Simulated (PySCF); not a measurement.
**CH4FIn (SMILES F[CH2][InH2]): RPA@SCAN/CRENBL (density fitting, core potential)**

What is the vertical singlet–triplet gap of CH4FIn at RPA@SCAN/CRENBL (density fitting, core potential)? The job is set up through a Python script.

The calculation is run with PySCF 2.14.0.

3 further runs of the same task are left out: 1 that didn't finish, 2 set aside as unsound or not needed.

## 1. The molecule

CH4FIn has 7 atoms, charge 0, and is taken as a singlet. As SMILES, `F[CH2][InH2]`. Geometry: a GFN2-xTB relaxation, a rough one for these elements and not checked as a minimum.

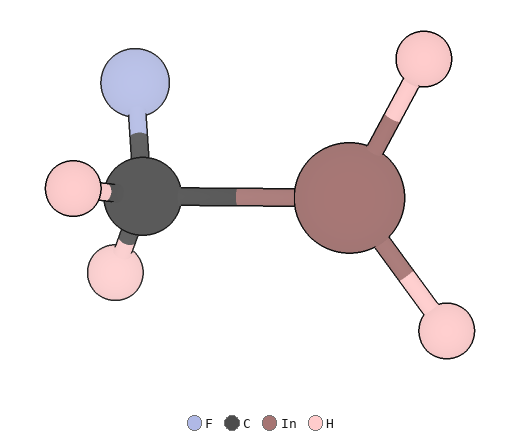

Viewed from a chosen angle; fluorine light blue, carbon dark grey, indium brown, hydrogen pink.

## 2. A single-point energy at RPA@SCAN/CRENBL (density fitting, core potential)

The input, start.xyz:

```xyz
7

F     -1.528890     0.309540    -0.962870
C     -0.665680    -0.672330    -0.468080
In     0.843120     0.589580     0.621250
H     -0.259640    -1.202520    -1.337010
H     -1.282970    -1.349630     0.129880
H      0.328350     1.957020     1.547920
H      2.565710     0.368340     0.468920
```

The input, input.py:

```python
from pyscf import gto, dft
from pyscf.gw.rpa import RPA

mol = gto.Mole()
mol.atom = 'start.xyz'
mol.basis = 'crenbl'
mol.ecp = {'F': 'crenbl', 'C': 'crenbl', 'In': 'crenbl'}
mol.max_memory = 1860
mol.verbose = 4
mol.build()

mf = dft.RKS(mol, xc='scan')
mf = mf.density_fit()
mf.kernel()

rpa = RPA(mf)
rpa.kernel()
e_exx = mf.to_hf().energy_tot(mf.make_rdm1())
energy = e_exx + rpa.e_corr
print('E = %.10f Eh' % energy)
```

On the command line:

```console
$ OMP_NUM_THREADS=1 python input.py
```

What it wrote:

```text
PySCF version 2.14.0

[INPUT] num. atoms = 7
[INPUT] num. electrons = 28
[INPUT] charge = 0
[INPUT] spin (= nelec alpha-beta = 2S) = 0
[INPUT] symmetry False subgroup None
[INPUT] Mole.unit = angstrom
[INPUT] Symbol           X                Y                Z      unit          X                Y                Z       unit  Magmom
[INPUT]  1 F     -1.528890000000   0.309540000000  -0.962870000000 AA   -2.889183374586   0.584945824598  -1.819560593560 Bohr   0.0
[INPUT]  2 C     -0.665680000000  -0.672330000000  -0.468080000000 AA   -1.257952886600  -1.270519565329  -0.884543004386 Bohr   0.0
[INPUT]  3 In     0.843120000000   0.589580000000   0.621250000000 AA    1.593265890143   1.114144728521   1.173992354886 Bohr   0.0
[INPUT]  4 H     -0.259640000000  -1.202520000000  -1.337010000000 AA   -0.490648490982  -2.272433459312  -2.526582725805 Bohr   0.0
[INPUT]  5 H     -1.282970000000  -1.349630000000   0.129880000000 AA   -2.424461926033  -2.550431069497   0.245437629059 Bohr   0.0
[INPUT]  6 H      0.328350000000   1.957020000000   1.547920000000 AA    0.620491573001   3.698231820296   2.925144862737 Bohr   0.0
[INPUT]  7 H      2.565710000000   0.368340000000   0.468920000000 AA    4.848489215058   0.696061720722   0.886130374331 Bohr   0.0

nuclear repulsion = 63.9864830851932
number of shells = 42
number of NR pGTOs = 80
number of NR cGTOs = 80
basis = crenbl
ecp = {'F': 'crenbl', 'C': 'crenbl', 'In': 'crenbl'}

******** <class 'pyscf.df.df_jk.DFRKS'> ********
method = DFRKS
initial guess = minao
damping factor = 0
level_shift factor = 0
DIIS = <class 'pyscf.scf.diis.CDIIS'>
diis_start_cycle = 1
diis_space = 8
diis_damp = 0
SCF conv_tol = 1e-09
SCF conv_tol_grad = None
SCF max_cycles = 50
direct_scf = False
XC library pyscf.dft.libxc version 7.0.0
    S. Lehtola, C. Steigemann, M. J.T. Oliveira, and M. A.L. Marques.,  SoftwareX 7, 1–5 (2018)
XC functionals = scan
    J. Sun, A. Ruzsinszky, and J. P. Perdew.,  Phys. Rev. Lett. 115, 036402 (2015)
    J. Sun, A. Ruzsinszky, and J. P. Perdew.,  Phys. Rev. Lett. 115, 036402 (2015)
radial grids:
    Treutler-Ahlrichs [JCP 102, 346 (1995); DOI:10.1063/1.469408] (M4) radial grids

becke partition: Becke, JCP 88, 2547 (1988); DOI:10.1063/1.454033
pruning grids: <function nwchem_prune>
grids dens level: 3
symmetrized grids: False
atomic radii adjust function: <function treutler_atomic_radii_adjust>
small_rho_cutoff = 0
Set gradient conv threshold to 3.16228e-05
Initial guess from minao.
tot grids = 89488
ETB for In: l = 0, exps = 0.1492 * 2^n , n = 0..3
ETB for In: l = 1, exps = 0.11867805188829146 * 2^n , n = 0..3
ETB for In: l = 2, exps = 0.0944 * 2^n , n = 0..4
ETB for In: l = 3, exps = 0.20048820414178983 * 2^n , n = 0..4
ETB for In: l = 4, exps = 0.4258 * 2^n , n = 0..3
ETB for C: l = 0, exps = 0.17432 * 2^n , n = 0..5
ETB for C: l = 1, exps = 0.21174301405241214 * 2^n , n = 0..5
ETB for C: l = 2, exps = 0.2572 * 2^n , n = 0..5
ETB for H: l = 0, exps = 0.2466 * 2^n , n = 0..6
ETB for F: l = 0, exps = 0.5132 * 2^n , n = 0..5
ETB for F: l = 1, exps = 0.5530526195580309 * 2^n , n = 0..5
ETB for F: l = 2, exps = 0.596 * 2^n , n = 0..5

WARN: Even tempered Gaussians are generated as DF auxbasis for  In H F C

init E= -79.3976657999867
  HOMO = -0.526048735633202  LUMO = -0.365074871669746  gap/eV = 4.38032
cycle= 1 E= -89.9653677963364  delta_E= -10.6  |g|= 1.67  |ddm|= 3.84
  HOMO = -0.129271502002665  LUMO = 0.00549085427413987  gap/eV = 3.66707
cycle= 2 E= -89.9877047882186  delta_E= -0.0223  |g|=  1.6  |ddm|=  4.1
  HOMO = -0.226871657691921  LUMO = -0.0708515694004825  gap/eV = 4.24552
cycle= 3 E= -90.4085949055283  delta_E= -0.421  |g|= 0.276  |ddm|=  1.7
  HOMO = -0.224563042819174  LUMO = -0.0762370111296991  gap/eV = 4.03616
cycle= 4 E= -90.4179527062578  delta_E= -0.00936  |g|= 0.144  |ddm|= 0.266
  HOMO = -0.226248575652258  LUMO = -0.0750707707892586  gap/eV = 4.11376
cycle= 5 E= -90.421358259596  delta_E= -0.00341  |g|= 0.0112  |ddm|= 0.128
  HOMO = -0.228227237261639  LUMO = -0.0757997331904861  gap/eV = 4.14776
cycle= 6 E= -90.4214071304169  delta_E= -4.89e-05  |g|= 0.00489  |ddm|= 0.0259
  HOMO = -0.22768351647739  LUMO = -0.0759243577786428  gap/eV = 4.12958
cycle= 7 E= -90.4214144728723  delta_E= -7.34e-06  |g|= 0.00111  |ddm|= 0.00734
  HOMO = -0.227829123424818  LUMO = -0.0759551220601824  gap/eV = 4.13270
cycle= 8 E= -90.4214148125781  delta_E= -3.4e-07  |g|= 0.00015  |ddm|= 0.00154
  HOMO = -0.227814523162944  LUMO = -0.0759400366901548  gap/eV = 4.13272
cycle= 9 E= -90.4214148174131  delta_E= -4.84e-09  |g|= 1.83e-05  |ddm|= 0.000224
  HOMO = -0.227813331947718  LUMO = -0.0759392527572933  gap/eV = 4.13270
cycle= 10 E= -90.4214148175162  delta_E= -1.03e-10  |g|= 2.42e-06  |ddm|= 3.25e-05
  HOMO = -0.227812891645841  LUMO = -0.0759392937540389  gap/eV = 4.13269
Extra cycle  E= -90.4214148175158  delta_E= 3.98e-13  |g|= 2.95e-06  |ddm|= 8.32e-06
converged SCF energy = -90.4214148175158

******** <class 'pyscf.gw.rpa.RPA'> ********
method = RPA
nocc = 14  nmo = 80
mem_avail = 1709.97  mem_blk = 0.05  auxlen = 248

******** <class 'pyscf.df.df.DF'> ********
auxbasis = auxmol.basis = {'In': [[0, [np.float64(1.1936), 1]], [0, [np.float64(0.5968), 1]], [0, [np.float64(0.2984), 1]], [0, [np.float64(0.1492), 1]], [1, [np.float64(0.9494244151063317), 1]], [1, [np.float64(0.47471220755316584), 1]], [1, [np.float64(0.23735610377658292), 1]], [1, [np.float64(0.11867805188829146), 1]], [2, [np.float64(1.5104), 1]], [2, [np.float64(0.7552), 1]], [2, [np.float64(0.3776), 1]], [2, [np.float64(0.1888), 1]], [2, [np.float64(0.0944), 1]], [3, [np.float64(3.2078112662686373), 1]], [3, [np.float64(1.6039056331343187), 1]], [3, [np.float64(0.8019528165671593), 1]], [3, [np.float64(0.40097640828357967), 1]], [3, [np.float64(0.20048820414178983), 1]], [4, [np.float64(3.4064), 1]], [4, [np.float64(1.7032), 1]], [4, [np.float64(0.8516), 1]], [4, [np.float64(0.4258), 1]]], 'C': [[0, [np.float64(5.57824), 1]], [0, [np.float64(2.78912), 1]], [0, [np.float64(1.39456), 1]], [0, [np.float64(0.69728), 1]], [0, [np.float64(0.34864), 1]], [0, [np.float64(0.17432), 1]], [1, [np.float64(6.775776449677188), 1]], [1, [np.float64(3.387888224838594), 1]], [1, [np.float64(1.693944112419297), 1]], [1, [np.float64(0.8469720562096485), 1]], [1, [np.float64(0.4234860281048243), 1]], [1, [np.float64(0.21174301405241214), 1]], [2, [np.float64(8.2304), 1]], [2, [np.float64(4.1152), 1]], [2, [np.float64(2.0576), 1]], [2, [np.float64(1.0288), 1]], [2, [np.float64(0.5144), 1]], [2, [np.float64(0.2572), 1]]], 'H': [[0, [np.float64(15.7824), 1]], [0, [np.float64(7.8912), 1]], [0, [np.float64(3.9456), 1]], [0, [np.float64(1.9728), 1]], [0, [np.float64(0.9864), 1]], [0, [np.float64(0.4932), 1]], [0, [np.float64(0.2466), 1]]], 'F': [[0, [np.float64(16.4224), 1]], [0, [np.float64(8.2112), 1]], [0, [np.float64(4.1056), 1]], [0, [np.float64(2.0528), 1]], [0, [np.float64(1.0264), 1]], [0, [np.float64(0.5132), 1]], [1, [np.float64(17.697683825856988), 1]], [1, [np.float64(8.848841912928494), 1]], [1, [np.float64(4.424420956464247), 1]], [1, [np.float64(2.2122104782321235), 1]], [1, [np.float64(1.1061052391160617), 1]], [1, [np.float64(0.5530526195580309), 1]], [2, [np.float64(19.072), 1]], [2, [np.float64(9.536), 1]], [2, [np.float64(4.768), 1]], [2, [np.float64(2.384), 1]], [2, [np.float64(1.192), 1]], [2, [np.float64(0.596), 1]]]}
ETB for In: l = 0, exps = 0.1492 * 2^n , n = 0..3
ETB for In: l = 1, exps = 0.11867805188829146 * 2^n , n = 0..3
ETB for In: l = 2, exps = 0.0944 * 2^n , n = 0..4
ETB for In: l = 3, exps = 0.20048820414178983 * 2^n , n = 0..4
ETB for In: l = 4, exps = 0.4258 * 2^n , n = 0..3
ETB for C: l = 0, exps = 0.17432 * 2^n , n = 0..5
ETB for C: l = 1, exps = 0.21174301405241214 * 2^n , n = 0..5
ETB for C: l = 2, exps = 0.2572 * 2^n , n = 0..5
ETB for H: l = 0, exps = 0.2466 * 2^n , n = 0..6
ETB for F: l = 0, exps = 0.5132 * 2^n , n = 0..5
ETB for F: l = 1, exps = 0.5530526195580309 * 2^n , n = 0..5
ETB for F: l = 2, exps = 0.596 * 2^n , n = 0..5

WARN: Even tempered Gaussians are generated as DF auxbasis for  In H F C

Lowest orbital energy difference:  1.5187e-01
E(RPA) = -89.0397817847522  E_corr = -0.648043035784262  E_hf = -88.3917387489679
E = -89.0397817848 Eh
```

Wall time 12 s (1 thread of Arm Neoverse V1, shared host); peak memory 0.38 GiB.

## 3. The triplet

The input, geometry.xyz:

```xyz
7
CH4FIn
F     -1.528890     0.309540    -0.962870
C     -0.665680    -0.672330    -0.468080
In     0.843120     0.589580     0.621250
H     -0.259640    -1.202520    -1.337010
H     -1.282970    -1.349630     0.129880
H      0.328350     1.957020     1.547920
H      2.565710     0.368340     0.468920
```

The input, calc.py:

```python
from pyscf import gto, dft
from pyscf.gw.urpa import URPA

mol = gto.M(
    atom='geometry.xyz',
    max_memory=1860,
    charge=0,
    basis='crenbl',
    ecp={'F': 'crenbl', 'C': 'crenbl', 'In': 'crenbl'},
    spin=2,
    verbose=4,
)

myscf = dft.UKS(mol, xc='scan')
myscf = myscf.density_fit()
myscf.kernel()
if not myscf.converged:
    myscf = myscf.newton().run(myscf.mo_coeff, myscf.mo_occ)

rpa = URPA(myscf)
rpa.kernel()
e_exx = myscf.to_hf().energy_tot(myscf.make_rdm1())
etot = e_exx + rpa.e_corr
print(f'total energy: {etot:.8f} hartree')
```

On the command line:

```console
$ OMP_NUM_THREADS=1 python calc.py
```

What it wrote:

```text
PySCF version 2.14.0

[INPUT] num. atoms = 7
[INPUT] num. electrons = 28
[INPUT] charge = 0
[INPUT] spin (= nelec alpha-beta = 2S) = 2
[INPUT] symmetry False subgroup None
[INPUT] Mole.unit = angstrom
[INPUT] Symbol           X                Y                Z      unit          X                Y                Z       unit  Magmom
[INPUT]  1 F     -1.528890000000   0.309540000000  -0.962870000000 AA   -2.889183374586   0.584945824598  -1.819560593560 Bohr   0.0
[INPUT]  2 C     -0.665680000000  -0.672330000000  -0.468080000000 AA   -1.257952886600  -1.270519565329  -0.884543004386 Bohr   0.0
[INPUT]  3 In     0.843120000000   0.589580000000   0.621250000000 AA    1.593265890143   1.114144728521   1.173992354886 Bohr   0.0
[INPUT]  4 H     -0.259640000000  -1.202520000000  -1.337010000000 AA   -0.490648490982  -2.272433459312  -2.526582725805 Bohr   0.0
[INPUT]  5 H     -1.282970000000  -1.349630000000   0.129880000000 AA   -2.424461926033  -2.550431069497   0.245437629059 Bohr   0.0
[INPUT]  6 H      0.328350000000   1.957020000000   1.547920000000 AA    0.620491573001   3.698231820296   2.925144862737 Bohr   0.0
[INPUT]  7 H      2.565710000000   0.368340000000   0.468920000000 AA    4.848489215058   0.696061720722   0.886130374331 Bohr   0.0

nuclear repulsion = 63.9864830851932
number of shells = 42
number of NR pGTOs = 80
number of NR cGTOs = 80
basis = crenbl
ecp = {'F': 'crenbl', 'C': 'crenbl', 'In': 'crenbl'}

******** <class 'pyscf.df.df_jk.DFUKS'> ********
method = DFUKS
initial guess = minao
damping factor = 0
level_shift factor = 0
DIIS = <class 'pyscf.scf.diis.CDIIS'>
diis_start_cycle = 1
diis_space = 8
diis_damp = 0
SCF conv_tol = 1e-09
SCF conv_tol_grad = None
SCF max_cycles = 50
direct_scf = False
number electrons alpha = 15  beta = 13
XC library pyscf.dft.libxc version 7.0.0
    S. Lehtola, C. Steigemann, M. J.T. Oliveira, and M. A.L. Marques.,  SoftwareX 7, 1–5 (2018)
XC functionals = scan
    J. Sun, A. Ruzsinszky, and J. P. Perdew.,  Phys. Rev. Lett. 115, 036402 (2015)
    J. Sun, A. Ruzsinszky, and J. P. Perdew.,  Phys. Rev. Lett. 115, 036402 (2015)
radial grids:
    Treutler-Ahlrichs [JCP 102, 346 (1995); DOI:10.1063/1.469408] (M4) radial grids

becke partition: Becke, JCP 88, 2547 (1988); DOI:10.1063/1.454033
pruning grids: <function nwchem_prune>
grids dens level: 3
symmetrized grids: False
atomic radii adjust function: <function treutler_atomic_radii_adjust>
small_rho_cutoff = 0
Set gradient conv threshold to 3.16228e-05
tot grids = 89488
ETB for In: l = 0, exps = 0.1492 * 2^n , n = 0..3
ETB for In: l = 1, exps = 0.11867805188829146 * 2^n , n = 0..3
ETB for In: l = 2, exps = 0.0944 * 2^n , n = 0..4
ETB for In: l = 3, exps = 0.20048820414178983 * 2^n , n = 0..4
ETB for In: l = 4, exps = 0.4258 * 2^n , n = 0..3
ETB for C: l = 0, exps = 0.17432 * 2^n , n = 0..5
ETB for C: l = 1, exps = 0.21174301405241214 * 2^n , n = 0..5
ETB for C: l = 2, exps = 0.2572 * 2^n , n = 0..5
ETB for F: l = 0, exps = 0.5132 * 2^n , n = 0..5
ETB for F: l = 1, exps = 0.5530526195580309 * 2^n , n = 0..5
ETB for F: l = 2, exps = 0.596 * 2^n , n = 0..5
ETB for H: l = 0, exps = 0.2466 * 2^n , n = 0..6

WARN: Even tempered Gaussians are generated as DF auxbasis for  In C F H

init E= -79.3976657999867
[... the frontier-level lines of each cycle are left out ...]


cycle= 1 E= -89.7487168167395  delta_E= -10.4  |g|= 1.21  |ddm|=  2.8


cycle= 2 E= -89.3554093661416  delta_E= 0.393  |g|= 1.33  |ddm|= 3.69


cycle= 3 E= -90.068432300107  delta_E= -0.713  |g|= 0.536  |ddm|= 2.59


cycle= 4 E= -90.196878730402  delta_E= -0.128  |g|= 0.291  |ddm|=    1


cycle= 5 E= -90.2407747819783  delta_E= -0.0439  |g|= 0.209  |ddm|= 0.737


cycle= 6 E= -90.2717189698876  delta_E= -0.0309  |g|= 0.0967  |ddm|= 0.266


cycle= 7 E= -90.2787949571671  delta_E= -0.00708  |g|= 0.0559  |ddm|= 0.169


cycle= 8 E= -90.2805088397221  delta_E= -0.00171  |g|= 0.0296  |ddm|= 0.062


cycle= 9 E= -90.2811295488831  delta_E= -0.000621  |g|= 0.0165  |ddm|= 0.0692


cycle= 10 E= -90.2813613408895  delta_E= -0.000232  |g|= 0.00763  |ddm|= 0.0469


cycle= 11 E= -90.2814313507678  delta_E= -7e-05  |g|= 0.00172  |ddm|= 0.0201


cycle= 12 E= -90.2814335210343  delta_E= -2.17e-06  |g|= 0.00106  |ddm|= 0.00588


cycle= 13 E= -90.2814345863901  delta_E= -1.07e-06  |g|= 0.000535  |ddm|= 0.00256


cycle= 14 E= -90.2814349854684  delta_E= -3.99e-07  |g|= 0.000238  |ddm|= 0.00141


cycle= 15 E= -90.2814350358802  delta_E= -5.04e-08  |g|= 0.00023  |ddm|= 0.000831


cycle= 16 E= -90.2814351098697  delta_E= -7.4e-08  |g|= 8.63e-05  |ddm|= 0.000643


cycle= 17 E= -90.2814351192625  delta_E= -9.39e-09  |g|= 5.19e-05  |ddm|= 0.000361


cycle= 18 E= -90.2814351232407  delta_E= -3.98e-09  |g|= 8.93e-06  |ddm|= 0.000204


cycle= 19 E= -90.2814351233172  delta_E= -7.65e-11  |g|= 3.18e-06  |ddm|= 2.31e-05


Extra cycle  E= -90.2814351232718  delta_E= 4.54e-11  |g|= 7.94e-06  |ddm|= 1.73e-05
converged SCF energy = -90.2814351232718  <S^2> = 2.0118394  2S+1 = 3.0078826

******** <class 'pyscf.gw.urpa.URPA'> ********
nocc = (np.int64(15), np.int64(13)), nmo = (80, 80)
mem_avail = 1732.54  mem_blk = 0.05  auxlen = 248

******** <class 'pyscf.df.df.DF'> ********
auxbasis = auxmol.basis = {'In': [[0, [np.float64(1.1936), 1]], [0, [np.float64(0.5968), 1]], [0, [np.float64(0.2984), 1]], [0, [np.float64(0.1492), 1]], [1, [np.float64(0.9494244151063317), 1]], [1, [np.float64(0.47471220755316584), 1]], [1, [np.float64(0.23735610377658292), 1]], [1, [np.float64(0.11867805188829146), 1]], [2, [np.float64(1.5104), 1]], [2, [np.float64(0.7552), 1]], [2, [np.float64(0.3776), 1]], [2, [np.float64(0.1888), 1]], [2, [np.float64(0.0944), 1]], [3, [np.float64(3.2078112662686373), 1]], [3, [np.float64(1.6039056331343187), 1]], [3, [np.float64(0.8019528165671593), 1]], [3, [np.float64(0.40097640828357967), 1]], [3, [np.float64(0.20048820414178983), 1]], [4, [np.float64(3.4064), 1]], [4, [np.float64(1.7032), 1]], [4, [np.float64(0.8516), 1]], [4, [np.float64(0.4258), 1]]], 'C': [[0, [np.float64(5.57824), 1]], [0, [np.float64(2.78912), 1]], [0, [np.float64(1.39456), 1]], [0, [np.float64(0.69728), 1]], [0, [np.float64(0.34864), 1]], [0, [np.float64(0.17432), 1]], [1, [np.float64(6.775776449677188), 1]], [1, [np.float64(3.387888224838594), 1]], [1, [np.float64(1.693944112419297), 1]], [1, [np.float64(0.8469720562096485), 1]], [1, [np.float64(0.4234860281048243), 1]], [1, [np.float64(0.21174301405241214), 1]], [2, [np.float64(8.2304), 1]], [2, [np.float64(4.1152), 1]], [2, [np.float64(2.0576), 1]], [2, [np.float64(1.0288), 1]], [2, [np.float64(0.5144), 1]], [2, [np.float64(0.2572), 1]]], 'F': [[0, [np.float64(16.4224), 1]], [0, [np.float64(8.2112), 1]], [0, [np.float64(4.1056), 1]], [0, [np.float64(2.0528), 1]], [0, [np.float64(1.0264), 1]], [0, [np.float64(0.5132), 1]], [1, [np.float64(17.697683825856988), 1]], [1, [np.float64(8.848841912928494), 1]], [1, [np.float64(4.424420956464247), 1]], [1, [np.float64(2.2122104782321235), 1]], [1, [np.float64(1.1061052391160617), 1]], [1, [np.float64(0.5530526195580309), 1]], [2, [np.float64(19.072), 1]], [2, [np.float64(9.536), 1]], [2, [np.float64(4.768), 1]], [2, [np.float64(2.384), 1]], [2, [np.float64(1.192), 1]], [2, [np.float64(0.596), 1]]], 'H': [[0, [np.float64(15.7824), 1]], [0, [np.float64(7.8912), 1]], [0, [np.float64(3.9456), 1]], [0, [np.float64(1.9728), 1]], [0, [np.float64(0.9864), 1]], [0, [np.float64(0.4932), 1]], [0, [np.float64(0.2466), 1]]]}
ETB for In: l = 0, exps = 0.1492 * 2^n , n = 0..3
ETB for In: l = 1, exps = 0.11867805188829146 * 2^n , n = 0..3
ETB for In: l = 2, exps = 0.0944 * 2^n , n = 0..4
ETB for In: l = 3, exps = 0.20048820414178983 * 2^n , n = 0..4
ETB for In: l = 4, exps = 0.4258 * 2^n , n = 0..3
ETB for C: l = 0, exps = 0.17432 * 2^n , n = 0..5
ETB for C: l = 1, exps = 0.21174301405241214 * 2^n , n = 0..5
ETB for C: l = 2, exps = 0.2572 * 2^n , n = 0..5
ETB for F: l = 0, exps = 0.5132 * 2^n , n = 0..5
ETB for F: l = 1, exps = 0.5530526195580309 * 2^n , n = 0..5
ETB for F: l = 2, exps = 0.596 * 2^n , n = 0..5
ETB for H: l = 0, exps = 0.2466 * 2^n , n = 0..6

WARN: Even tempered Gaussians are generated as DF auxbasis for  In C F H

Lowest orbital energy difference: ( 4.8282e-02,  1.4764e-02)
E(URPA) = -88.898806002988  E_corr = -0.670037349154042  E_hf = -88.228768653834
total energy: -88.89880600 hartree
```

Wall time 35 s (1 thread of Arm Neoverse V1, shared host); peak memory 0.4 GiB.

## 4. Summary of results

At RPA@SCAN/CRENBL (density fitting, core potential):

| quantity | value |
| --- | --- |
| singlet: total energy | -89.03978 Eh |
| singlet: dipole moment (SCAN Kohn–Sham density) | 1.91 D |
| singlet: HOMO energy (SCAN Kohn–Sham orbitals) | -6.20 eV |
| singlet: LUMO energy (SCAN Kohn–Sham orbitals) | -2.07 eV |
| singlet: HOMO–LUMO gap (SCAN Kohn–Sham orbitals) | 4.13 eV |
| singlet: RPA correlation energy | -648.0 mEh |
| triplet: total energy | -88.89881 Eh |
| triplet: dipole moment (SCAN Kohn–Sham density) | 3.82 D |
| triplet: HOMO energy (SCAN Kohn–Sham orbitals) (highest over α and β) | -3.05 eV |
| triplet: RPA correlation energy | -670.0 mEh |
| triplet: ⟨S²⟩ of the reference determinant | 2.012 |
| vertical energy of the triplet above the singlet | 3.836 eV |

At this shape the triplet lies 3.84 eV (88 kcal/mol) above the singlet.
